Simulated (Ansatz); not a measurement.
**Run report: CH5AlO, nudged elastic band**

CH5AlO, computed with RHF/def2-SVPD (Ansatz 0.2.0).

It belongs to a series of runs on one base structure; here: band between the two ends. Figures and captions count atoms from 1; the log counts them from 0 in places.

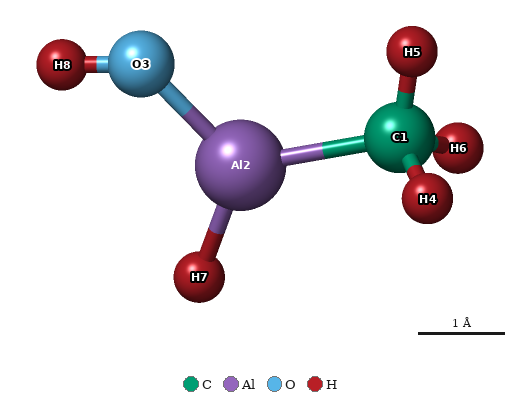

Figure 1. The input geometry (ball-and-stick view, seen at a tilt; atoms are numbered from 1 in the order of the input). Sticks mark near contacts.

Input:
```yaml
crystal:
  periodic: [false, false, false]
  atoms:
    - { symbol: C, position_ang: [-0.777613, 0.990803, -0.075752] }
    - { symbol: Al, position_ang: [0.578026, -0.407727, -0.263713] }
    - { symbol: O, position_ang: [0.591774, -1.673806, 0.881703] }
    - { symbol: H, position_ang: [-0.314722, 1.950818, 0.177831] }
    - { symbol: H, position_ang: [-1.502187, 0.757532, 0.707985] }
    - { symbol: H, position_ang: [-1.327935, 1.150137, -1.008469] }
    - { symbol: H, position_ang: [1.668333, -0.417889, -1.410904] }
    - { symbol: H, position_ang: [1.176523, -2.407066, 0.935519] }
basis:
  gaussian: { orbitals: def2-SVPD }
hamiltonian:
  xc: hf
neb:
  order_check: false
  images: 5
  f_tol: 0.05
  max_iterations: 60
  final_atoms:
    - { symbol: C, position_ang: [-0.82933743, 0.91135059, -0.08829811] }
    - { symbol: Al, position_ang: [0.17438152, 0.00382186, -1.5936041] }
    - { symbol: O, position_ang: [1.12632368, -1.22613866, 0.06088251] }
    - { symbol: H, position_ang: [-0.14875781, 1.41679961, 0.61186006] }
    - { symbol: H, position_ang: [-1.4276172, 0.2013306, 0.50044262] }
    - { symbol: H, position_ang: [-1.52213774, 1.67456473, -0.45851374] }
    - { symbol: H, position_ang: [1.77627609, -1.89752528, -0.0743188] }
    - { symbol: H, position_ang: [0.94306789, -1.14140146, 0.98574956] }
  initial_path:
    images:
      - { positions_ang: [[-0.777613, 0.990803, -0.075752], [0.578026, -0.407727, -0.263713], [0.591774, -1.673806, 0.881703], [-0.314722, 1.950818, 0.177831], [-1.502187, 0.757532, 0.707985], [-1.327935, 1.150137, -1.008469], [1.668333, -0.417889, -1.410904], [1.176523, -2.407066, 0.935519]] }
      - { positions_ang: [[-0.76713181, 0.99949749, -0.06750702], [0.63499926, -0.31489443, -0.3301107], [0.64845887, -1.72814227, 0.64831716], [-0.33466034, 1.95970851, 0.28214845], [-1.50972537, 0.67318394, 0.65462826], [-1.31382072, 1.22660791, -1.00910966], [1.52501525, -0.69223341, -1.21849977], [1.20906386, -2.18092575, 0.98433328]] }
      - { positions_ang: [[-0.75665061, 1.00819199, -0.05926204], [0.69197251, -0.22206185, -0.39650839], [0.70514375, -1.78247854, 0.41493131], [-0.35459869, 1.96859902, 0.3864659], [-1.51726374, 0.58883588, 0.60127153], [-1.29970645, 1.30307881, -1.00975032], [1.38169751, -0.96657781, -1.02609555], [1.24160472, -1.9547855, 1.03314755]] }
      - { positions_ang: [[-0.74616942, 1.01688648, -0.05101706], [0.74894577, -0.12922928, -0.46290609], [0.76182862, -1.83681481, 0.18154547], [-0.37453703, 1.97748953, 0.49078335], [-1.52480211, 0.50448781, 0.54791479], [-1.28559217, 1.37954972, -1.01039098], [1.23837976, -1.24092222, -0.83369132], [1.27414558, -1.72864524, 1.08196183]] }
      - { positions_ang: [[-0.77389209, 0.98170785, -0.06344407], [0.55742435, -0.0848789, -0.83980542], [0.88332698, -1.63325609, 0.14132448], [-0.29927729, 1.79059289, 0.53114225], [-1.49240714, 0.40343541, 0.53209074], [-1.3644407, 1.47788806, -0.8264319], [1.41767854, -1.45978991, -0.58056715], [1.16378635, -1.53289732, 1.04989107]] }
      - { positions_ang: [[-0.80161476, 0.94652922, -0.07587109], [0.36590293, -0.04052852, -1.21670476], [1.00482533, -1.42969737, 0.10110349], [-0.22401755, 1.60369625, 0.57150115], [-1.46001217, 0.30238301, 0.51626668], [-1.44328922, 1.57622639, -0.64247282], [1.59697731, -1.67865759, -0.32744297], [1.05342712, -1.33714939, 1.01782031]] }
      - { positions_ang: [[-0.82933743, 0.91135059, -0.08829811], [0.17438152, 0.00382186, -1.5936041], [1.12632368, -1.22613866, 0.06088251], [-0.14875781, 1.41679961, 0.61186006], [-1.4276172, 0.2013306, 0.50044262], [-1.52213774, 1.67456473, -0.45851374], [1.77627609, -1.89752528, -0.0743188], [0.94306789, -1.14140146, 0.98574956]] }
```

Machine: 2 threads of Arm Neoverse V1, 24 GiB of memory available, shared host.

Run as:
```bash
ansatz run input.yaml --threads 2 --pin off --max-ram 3072MiB --backend cpu --events-out ev --progress --plain --runs-dir out
```

Log:
```
Engine: ansatz 0.2.0, aarch64-unknown-linux-gnu
Functional definition: HF
  exchange = exact_x
  correlation = 0
1095 factors; integrals over basis functions are off by at most 2.9e-4 eV
mean field evaluation 1: about -9723.2613 eV, gradient 4.2e1 eV
mean field evaluation 2: about -9723.2614 eV, gradient 4.2e1 eV
mean field evaluation 4: about -9726.9753 eV, gradient 3.2e0 eV
mean field evaluation 8: about -9727.0112 eV, gradient 1.6e-3 eV
mean field -9727.01122239 eV, -357.4610692179 hartree, gradient 1.8e-5 eV, S^2 0.000000; 0 other end points of the search recorded, 0 dependent functions left out
the calculation of the forces begins
reference -9727.01122239 eV, -357.4610692179 hartree; 16, 16 occupied and 91, 91 virtual orbitals, 1095 factors
1095 factors; integrals over basis functions are off by at most 9.1e-4 eV
mean field evaluation 16: about -9724.7913 eV, gradient 2.5e-1 eV
mean field -9724.79180779 eV, -357.3795072355 hartree, gradient 2.4e-5 eV, S^2 0.000000; 0 other end points of the search recorded, 0 dependent functions left out
[... from here on the field's lines of each further geometry are left out, up to the last ...]
NEB iter   1: max|band force component| = 1.645e1 eV/Å  barrier→ = 6.3333 eV  barrier← = 4.1139 eV  Δτ_max = 0.1985 Å  (207 SCF iters)
NEB iter   2: max|band force component| = 3.672e0 eV/Å  barrier→ = 4.6884 eV  barrier← = 2.4689 eV  Δτ_max = 0.1978 Å  (139 SCF iters)
NEB iter   3: max|band force component| = 2.219e0 eV/Å  barrier→ = 3.9109 eV  barrier← = 1.6914 eV  Δτ_max = 0.1955 Å  (141 SCF iters)
NEB iter   4: max|band force component| = 1.322e0 eV/Å  barrier→ = 3.1951 eV  barrier← = 0.9756 eV  Δτ_max = 0.1229 Å  (139 SCF iters)
NEB iter   5: max|band force component| = 3.312e0 eV/Å  barrier→ = 2.9235 eV  barrier← = 0.7041 eV  CI = image 3  Δτ_max = 0.1970 Å  (130 SCF iters)
NEB iter   6: max|band force component| = 2.463e0 eV/Å  barrier→ = 3.5734 eV  barrier← = 1.3540 eV  CI = image 3  Δτ_max = 0.1984 Å  (135 SCF iters)
NEB iter   7: max|band force component| = 1.454e0 eV/Å  barrier→ = 4.1619 eV  barrier← = 1.9424 eV  CI = image 3  Δτ_max = 0.1917 Å  (135 SCF iters)
NEB iter   8: max|band force component| = 2.100e0 eV/Å  barrier→ = 4.0557 eV  barrier← = 1.8363 eV  CI = image 3  Δτ_max = 0.1293 Å  (130 SCF iters)
NEB iter   9: max|band force component| = 1.157e0 eV/Å  barrier→ = 4.0938 eV  barrier← = 1.8744 eV  CI = image 3  Δτ_max = 0.1655 Å  (134 SCF iters)
NEB iter  10: max|band force component| = 2.444e-1 eV/Å  barrier→ = 4.0399 eV  barrier← = 1.8205 eV  CI = image 3  Δτ_max = 0.1209 Å  (135 SCF iters)
NEB iter  11: max|band force component| = 1.056e-1 eV/Å  barrier→ = 4.0179 eV  barrier← = 1.7985 eV  CI = image 3  Δτ_max = 0.0632 Å  (123 SCF iters)
NEB iter  12: max|band force component| = 5.618e-2 eV/Å  barrier→ = 4.0146 eV  barrier← = 1.7952 eV  CI = image 3  Δτ_max = 0.0375 Å  (123 SCF iters)
NEB iter  13: max|band force component| = 6.479e-2 eV/Å  barrier→ = 4.0138 eV  barrier← = 1.7944 eV  CI = image 3  Δτ_max = 0.0188 Å  (117 SCF iters)
NEB iter  14: max|band force component| = 5.095e-2 eV/Å  barrier→ = 4.0134 eV  barrier← = 1.7940 eV  CI = image 3  Δτ_max = 0.0188 Å  (114 SCF iters)
NEB iter  15: max|band force component| = 4.590e-2 eV/Å  barrier→ = 4.0131 eV  barrier← = 1.7937 eV  CI = image 3  Δτ_max = 0.0187 Å  (232 SCF iters)
NEB iter  16: max|band force component| = 6.767e-2 eV/Å  barrier→ = 4.0128 eV  barrier← = 1.7934 eV  CI = image 3  Δτ_max = 0.0188 Å  (24 SCF iters)
NEB iter  17: max|band force component| = 1.456e-1 eV/Å  barrier→ = 4.0127 eV  barrier← = 1.7933 eV  CI = image 3  Δτ_max = 0.0094 Å  (115 SCF iters)
NEB iter  18: max|band force component| = 1.172e-1 eV/Å  barrier→ = 4.0125 eV  barrier← = 1.7930 eV  CI = image 3  Δτ_max = 0.0188 Å  (115 SCF iters)
NEB iter  19: max|band force component| = 1.128e-1 eV/Å  barrier→ = 4.0121 eV  barrier← = 1.7927 eV  CI = image 3  Δτ_max = 0.0188 Å  (116 SCF iters)
NEB iter  20: max|band force component| = 1.347e-1 eV/Å  barrier→ = 4.0119 eV  barrier← = 1.7925 eV  CI = image 3  Δτ_max = 0.0188 Å  (115 SCF iters)
NEB iter  21: max|band force component| = 1.285e-1 eV/Å  barrier→ = 4.0117 eV  barrier← = 1.7923 eV  CI = image 3  Δτ_max = 0.0376 Å  (115 SCF iters)
NEB iter  22: max|band force component| = 1.100e-1 eV/Å  barrier→ = 4.0116 eV  barrier← = 1.7922 eV  CI = image 3  Δτ_max = 0.0376 Å  (116 SCF iters)
NEB iter  23: max|band force component| = 5.701e-2 eV/Å  barrier→ = 4.0116 eV  barrier← = 1.7921 eV  CI = image 3  Δτ_max = 0.0124 Å  (114 SCF iters)
the calculation of the forces begins
reference -9724.74650622 eV, -357.3778424337 hartree; 16, 16 occupied and 91, 91 virtual orbitals, 1095 factors
1095 factors; integrals over basis functions are off by at most 8.7e-4 eV
mean field -9722.99968486 eV, -357.3136479329 hartree, gradient 2.3e-5 eV, S^2 0.000000; 1 other end points of the search recorded, 0 dependent functions left out
the calculation of the forces begins
reference -9722.99968486 eV, -357.3136479329 hartree; 16, 16 occupied and 91, 91 virtual orbitals, 1095 factors
NEB iter  24: max|band force component| = 3.642e-2 eV/Å  barrier→ = 4.0115 eV  barrier← = 1.7921 eV  CI = image 3  Δτ_max = 0.0000 Å  (264 SCF iters)
```

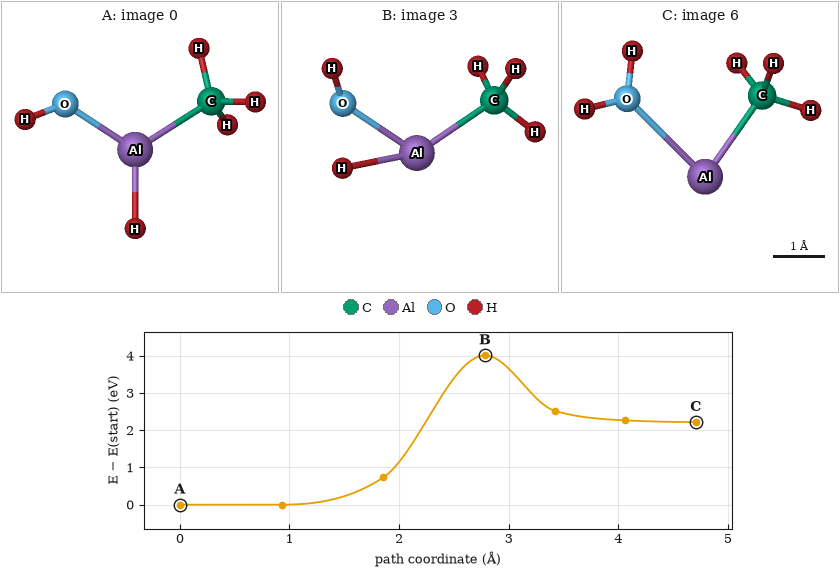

Figure 2. Images of the last band (counted from 0; ball-and-stick, seen at a tilt) above the energy along the path; the line is a cubic interpolation that uses the forces. The highest image is number 3, 4.012 eV above the start and 1.792 eV above the end (the climbing image); the end lies 2.219 eV above the start. The path is 4.71 Å long. The band converged in 24 iterations.

```
Total energy: -9722.99968486 eV, -357.3136479329 hartree
Atom 0 at    -0.853072     1.069816    -0.101105 Å, force     0.001749    -0.000456     0.001317 eV/Å
Atom 1 at     0.366223    -0.292479    -0.841078 Å, force    -0.000576     0.000603     0.000334 eV/Å
Atom 2 at     0.956932    -1.602925     0.340677 Å, force    -0.001346    -0.001648    -0.002344 eV/Å
Atom 3 at    -0.353904     1.643477     0.689220 Å, force    -0.000783    -0.000366    -0.000004 eV/Å
Atom 4 at    -1.729003     0.593500     0.354330 Å, force    -0.000471     0.000245    -0.000462 eV/Å
Atom 5 at    -1.212770     1.783227    -0.847310 Å, force    -0.000101     0.000425    -0.000749 eV/Å
Atom 6 at     1.520634    -1.566109    -0.830469 Å, force    -0.000132    -0.000267     0.001366 eV/Å
Atom 7 at     1.397159    -1.685707     1.179935 Å, force     0.001660     0.001463     0.000542 eV/Å
Dipole moment:    -0.008901     0.144765     0.400166 e Å
this run last wrote the band of iteration 24 to [file]; this run last wrote the band within `neb.f_tol` of iteration 15 to [file]
```

The last band as extended XYZ (Å, eV, eV/Å):
```
8
Properties=species:S:1:pos:R:3:forces:R:3 image=0 energy=-9727.01122
C    -0.7776    0.9908   -0.0758    0.0113  -0.0139   0.0109
Al    0.5780   -0.4077   -0.2637    0.0057   0.0109  -0.0031
O     0.5918   -1.6738    0.8817    0.0006  -0.0013  -0.0039
H    -0.3147    1.9508    0.1778   -0.0048   0.0031  -0.0045
H    -1.5022    0.7575    0.7080   -0.0020   0.0017  -0.0032
H    -1.3279    1.1501   -1.0085    0.0011   0.0015  -0.0022
H     1.6683   -0.4179   -1.4109   -0.0097  -0.0028   0.0058
H     1.1765   -2.4071    0.9355   -0.0021   0.0009   0.0001
8
Properties=species:S:1:pos:R:3:forces:R:3 image=1 energy=-9727.01137
C    -0.7818    0.9850   -0.0944    0.0032   0.0028   0.0036
Al    0.5282   -0.4515   -0.3138    0.0002  -0.0003   0.0022
O     0.7527   -1.5159    1.0020   -0.0004   0.0002  -0.0022
H    -0.3892    1.7674    0.5643   -0.0011  -0.0031  -0.0019
H    -1.7009    0.6188    0.3721   -0.0007  -0.0012  -0.0004
H    -1.0482    1.4617   -1.0412   -0.0018   0.0024  -0.0018
H     1.3938   -0.6755   -1.6186    0.0001  -0.0014  -0.0001
H     1.3376   -2.2472    1.0737    0.0005   0.0006   0.0007
8
Properties=species:S:1:pos:R:3:forces:R:3 image=2 energy=-9726.27898
C    -0.8271    1.0157   -0.1418    0.1111  -0.1244  -0.1446
Al    0.4651   -0.4382   -0.5516    0.2119  -0.4611   0.7956
O     0.6791   -1.4871    0.7761   -0.7651   0.3079   1.1716
H    -0.3731    1.5887    0.6792    0.0490  -0.0782  -0.1168
H    -1.7092    0.5378    0.3040    0.0908  -0.0449  -0.1005
H    -1.1813    1.7367   -0.8792    0.1273  -0.1229  -0.1501
H     1.5600   -1.2000   -1.3781    0.0036   0.8369  -1.3983
H     1.4789   -1.8108    1.1356    0.1714  -0.3131  -0.0571
8
Properties=species:S:1:pos:R:3:forces:R:3 image=3 energy=-9722.99969
C    -0.8531    1.0698   -0.1011    0.0017  -0.0005   0.0013
Al    0.3662   -0.2925   -0.8411   -0.0006   0.0006   0.0003
O     0.9569   -1.6029    0.3407   -0.0013  -0.0016  -0.0023
H    -0.3539    1.6435    0.6892   -0.0008  -0.0004   0.0000
H    -1.7290    0.5935    0.3543   -0.0005   0.0002  -0.0005
H    -1.2128    1.7832   -0.8473   -0.0001   0.0004  -0.0007
H     1.5206   -1.5661   -0.8305   -0.0001  -0.0003   0.0014
H     1.3972   -1.6857    1.1799    0.0017   0.0015   0.0005
8
Properties=species:S:1:pos:R:3:forces:R:3 image=4 energy=-9724.49367
C    -0.8882    1.0656   -0.0712   -0.0285   0.0158   0.0498
Al    0.2761   -0.1039   -1.1819   -0.1402   0.2986  -0.5304
O     1.0309   -1.5705    0.2403    0.0741   0.0199  -0.1638
H    -0.3694    1.6360    0.7080    0.0066  -0.0117   0.0450
H    -1.7438    0.5616    0.3917   -0.0130  -0.0138   0.0467
H    -1.2905    1.7946   -0.7871   -0.0716   0.0582   0.1020
H     1.6417   -1.8073   -0.4534    0.1626  -0.4009   0.5865
H     1.4355   -1.6332    1.0978    0.0101   0.0337  -0.1357
8
Properties=species:S:1:pos:R:3:forces:R:3 image=5 energy=-9724.74651
C    -0.8810    1.0070   -0.0872    0.0068  -0.0077  -0.0081
Al    0.1945   -0.0097   -1.4572   -0.0190   0.0216  -0.0612
O     1.1227   -1.3927    0.1484    0.0159   0.0332  -0.0257
H    -0.2871    1.4968    0.6957    0.0307  -0.0332  -0.0027
H    -1.6422    0.3966    0.4166    0.0285  -0.0290   0.0015
H    -1.4192    1.8038   -0.6163   -0.0191   0.0152   0.0426
H     1.7680   -1.9610   -0.2440    0.0201  -0.0494   0.0554
H     1.2365   -1.3980    1.0883   -0.0639   0.0494  -0.0018
8
Properties=species:S:1:pos:R:3:forces:R:3 image=6 energy=-9724.79181
C    -0.8293    0.9114   -0.0883   -0.0023   0.0017   0.0026
Al    0.1744    0.0038   -1.5936    0.0029  -0.0046   0.0010
O     1.1263   -1.2261    0.0609   -0.0076   0.0104   0.0094
H    -0.1488    1.4168    0.6119   -0.0003  -0.0016   0.0017
H    -1.4276    0.2013    0.5004    0.0004  -0.0004  -0.0005
H    -1.5221    1.6746   -0.4585   -0.0004   0.0017  -0.0017
H     1.7763   -1.8975   -0.0743    0.0088  -0.0113  -0.0079
H     0.9431   -1.1414    0.9858   -0.0015   0.0040  -0.0046
```

Results in brief:

| quantity | value |
| --- | --- |
| outcome | converged |
| barrier, forward | 4.011 eV |
| barrier, backward | 1.792 eV |
| wall time | 2 min (CPU time 3.8 min) |
| peak memory | 0.19 GiB |

Remarks:

The order of the saddle point was not checked.
